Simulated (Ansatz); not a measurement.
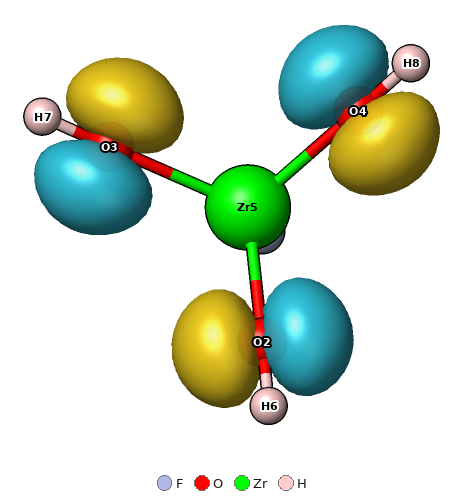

Figure 1: FH$_{3}$O$_{3}$Zr. One frontier orbital at ±0.15 Å⁻³ᐟ² (yellow and cyan are the two phases), seen at a tilt.

Geometry: PBE0-D4/def2-SVP; core potentials replace the inner electrons of Zr.

All numbers below come from isolated molecule in a Gaussian basis; Kohn-Sham density functional theory, functional PBE0 in Ansatz.

The calculation's input:

```
crystal:
  periodic: [false, false, false]
  atoms:
    - {symbol: F, position_ang: [0.631934, 0.891383, -2.006207]}
    - {symbol: O, position_ang: [-1.055994, 1.389478, 0.567584]}
    - {symbol: O, position_ang: [1.673543, -0.173051, 0.733232]}
    - {symbol: O, position_ang: [-0.823644, -1.507329, -0.646299]}
    - {symbol: Zr, position_ang: [0.100446, 0.141564, -0.318683]}
    - {symbol: H, position_ang: [-1.636509, 1.953539, 1.074297]}
    - {symbol: H, position_ang: [2.403928, -0.360557, 1.319158]}
    - {symbol: H, position_ang: [-1.293705, -2.335027, -0.723072]}
basis:
  gaussian: {orbitals: def2-TZVPD}
magnetization: {spin_polarized: false}
hamiltonian: {xc: pbe0}
output: {forces: true, orbitals: {seedname: orbitals}}
```

Launched as:

```sh
ansatz run input.yaml --threads 2 --pin off --max-ram 5220MiB --events-out events.jsonl --progress --plain --runs-dir runs
```

Which orbital is it: HOMO or LUMO?

Answer. The HOMO, at −8.99 eV. It lies mainly on O2 (about 30 %), O3 (about 30 %) and O4 (about 30 %); largely a combination of lone pairs on O2, O3 and O4.
